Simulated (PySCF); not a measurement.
## Electronic structure of C7H8S (SMILES SCc1ccccc1) in real space

```xyz
16

S    -2.9962    0.2310    0.7613
C    -1.8988   -0.6745   -0.4087
C    -0.4676   -0.3141   -0.1883
C     0.1455    0.6496   -0.9799
C     1.4642    1.0038   -0.7575
C     2.1814    0.4038    0.2631
C     1.5750   -0.5522    1.0611
C     0.2578   -0.9081    0.8379
H    -2.5886    1.4498    0.4140
H    -2.2314   -0.4373   -1.4190
H    -2.0905   -1.7254   -0.1957
H    -0.4118    1.1211   -1.7779
H     1.9316    1.7506   -1.3823
H     3.2104    0.6813    0.4371
H     2.1302   -1.0219    1.8595
H    -0.2185   -1.6487    1.4640
```

Geometry: GFN2-xTB.

These are results of PySCF 2.14.0, PBE0/pcSseg-1, SCF density, in a chloroform solvent model, non-relativistic, not measurements.

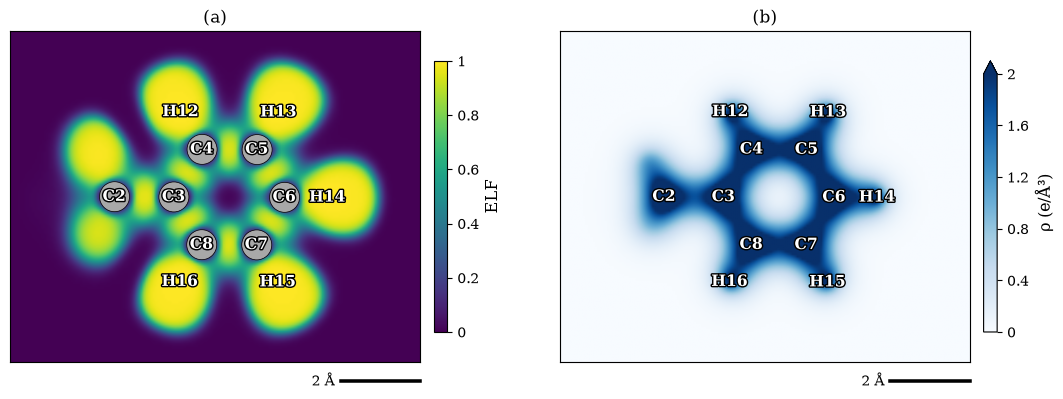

Figure 1. (a) electron localisation function; (b) electron density on the plane of atoms C8, C7 and H15. Grey discs cover the atomic cores in the ELF map.

### Interpret the plot.

The section cuts through C and H sites. C–C (1.38 Å): ρ is about 2.1 e/Å³ halfway; the ELF peaks at about 0.95 between the atoms (localised, covalent bonding). C–H (1.08 Å): the density is about 2.1 e/Å³ at the midpoint; the ELF climbs to about 1 towards the hydrogen, as it does in any bond to H: an ordinary covalent bond to hydrogen. C–C (1.49 Å): ρ is about 1.7 e/Å³ halfway; the ELF peaks at about 0.95 between the atoms, as expected for a shared electron pair.

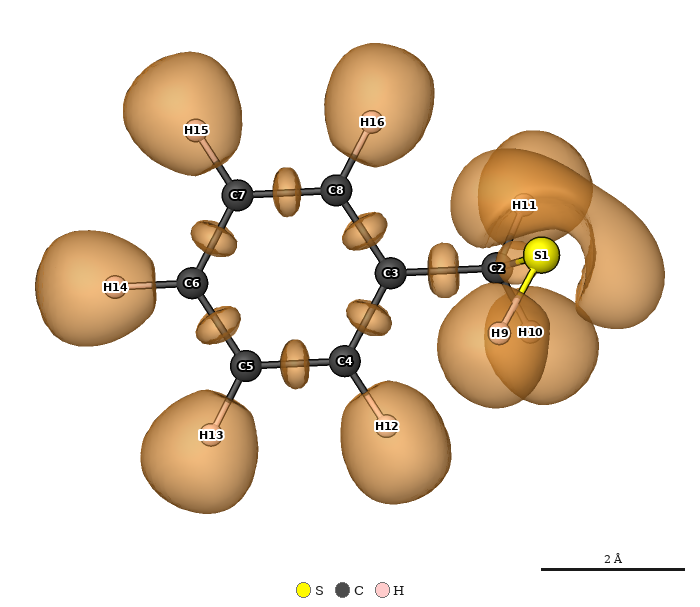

Figure 2. Isosurface of the electron localisation function at 0.85 (orange), seen at a tilt. Only the valence region is drawn (cores and ρ < 0.01 e/Å³ removed).

### Describe the localisation domains.

The surface consists of seven regions between bonded C–C atoms (shared pairs), one region between bonded C–S atoms (shared pairs), eight regions around hydrogen nuclei and one region wrapped around S (its lone pairs, merged into a ring or cap).


 C–S (1.84 Å): the ELF peaks at about 0.90 between the atoms, as expected for a covalent bond.

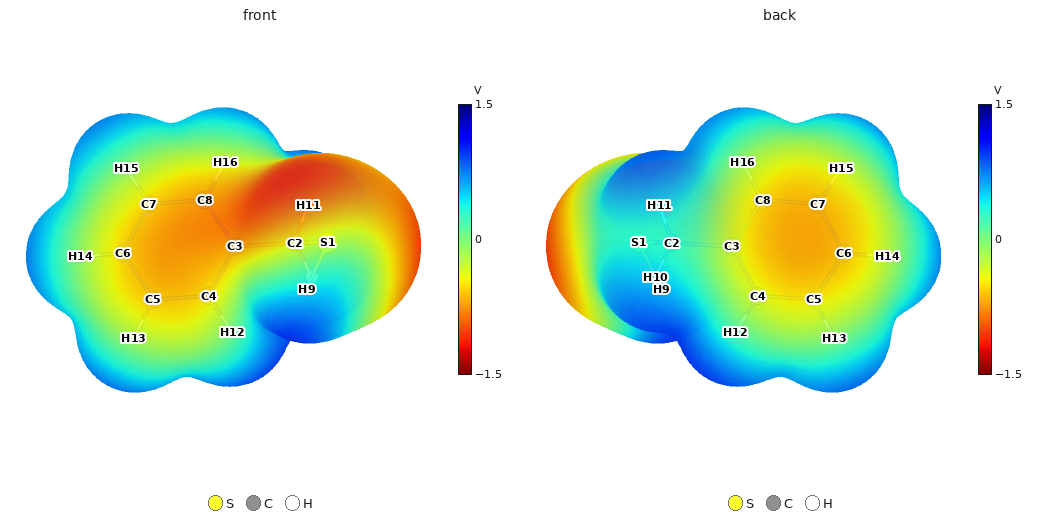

Figure 3. The electrostatic potential painted on the density surface at 0.001 e/bohr³, seen from the front and from behind; red is negative and blue positive.

### Which sites attract a positive test charge, and which a negative one?

A positive charge is drawn to the negative regions and a negative charge to the positive ones. The most negative region (about −1.1 V) lies over S1, the most positive (about +1.0 V) over H9, H10 and H12.

### How polar is the molecule by this calculation?

Its dipole moment is 1.91 D.
